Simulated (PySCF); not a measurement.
Run report: Pd⁻, atomic calculation

- system: Pd⁻, configuration 1s2 2s2 2p6 3s2 3p6 3d10 4s2 4p6 4d10 5s1, multiplicity 2.
- method: unrestricted HF, aug-cc-pwCVDZ-PP with ECP28, scalar-relativistic core potential (PySCF)

### Output (extracts)
```
damping factor = 0
level_shift factor = 0
DIIS = <class 'pyscf.scf.diis.CDIIS'>
diis_start_cycle = 1
diis_space = 10
diis_damp = 0
SCF conv_tol = 1e-09
SCF conv_tol_grad = None
number electrons alpha = 10  beta = 9
cycle= 1 E= -126.598033587287  delta_E= -1.72e-11  |g|= 1.96e-06  |ddm|= 1.38e-05
converged SCF energy = -126.598033587287  <S^2> = 0.7514437  2S+1 = 2.0014432
```

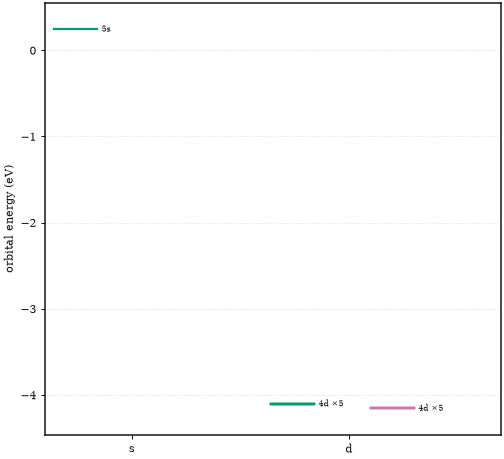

*Orbital energies of the mean field, from the top down to −4.15 eV, by angular momentum, α spin at the left of each column and β at the right; ×n counts the orbitals under one label.*

The highest filled orbital is 5s α at 0.242 eV, the lowest empty one p α at 3.21 eV. A filled level above zero isn't a property of the atom (see the remarks).

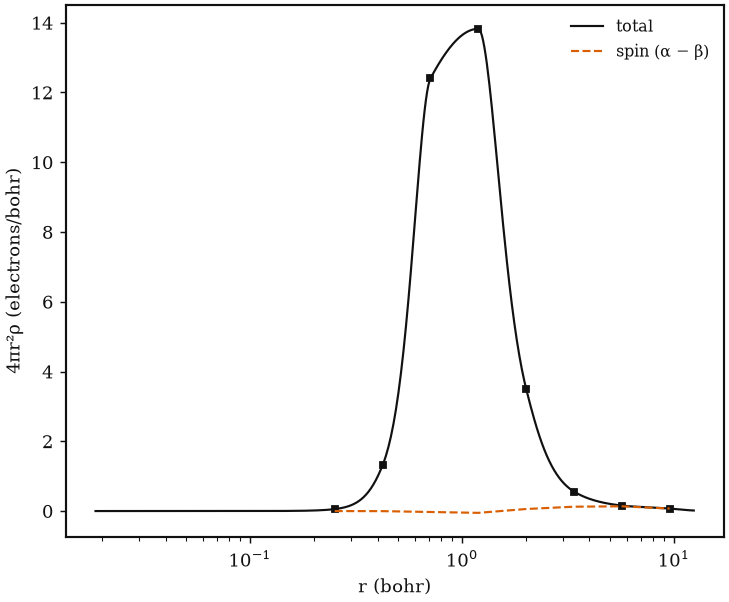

*Spherically averaged radial density 4πr²ρ of the mean field (valence electrons alone, under a core potential) and its spin part; markers are the stored points, which are sparse, and the line is a monotone interpolation between them.*

The largest stored value is 13.8 electrons/bohr at r = 1.2 bohr. Root-mean-square radii of the shells: 4s 1.03, 4p 1.13, 4d 1.77, 5s 7.05 bohr. That of 5s is set by the basis, since the level lies above zero.

### Input
```python
from pyscf import gto, scf, dft, mp, cc
mol = gto.M(atom="Pd 0 0 0", charge=-1, spin=1, symmetry="D2h",
            basis="aug-cc-pwCVDZ-PP",
            ecp="aug-cc-pwCVDZ-PP")
mf = scf.UHF(mol)
mf.irrep_nelec = {'Ag': (4, 3), 'B1g': (1, 1), 'B2g': (1, 1), 'B3g': (1, 1), 'B1u': (1, 1), 'B2u': (1, 1), 'B3u': (1, 1)}
mf.kernel()
```

The script is an equivalent of what the driver set up; the driver started from orbitals of its own, so the log can be shorter than this script's would be, and it computed the properties (radii, ⟨L²⟩, response) afterwards. It held the occupations shell by shell, which the script's counts by irreducible representation don't always enforce.

### Key numbers

```tsv
quantity	value
outcome	converged; a filled orbital lies above zero
total energy (valence electrons, under a core potential)	−126.598034 hartree
⟨S²⟩	0.751
SCF iterations	1
hardware	1 CPU thread, shared host
CPU time	0.51 s (integrals apart)
```

### Remarks

The highest filled orbital (5s, 0.242 eV) lies above zero. Hartree–Fock in this basis doesn't bind the extra electron, and only the finite basis holds it.
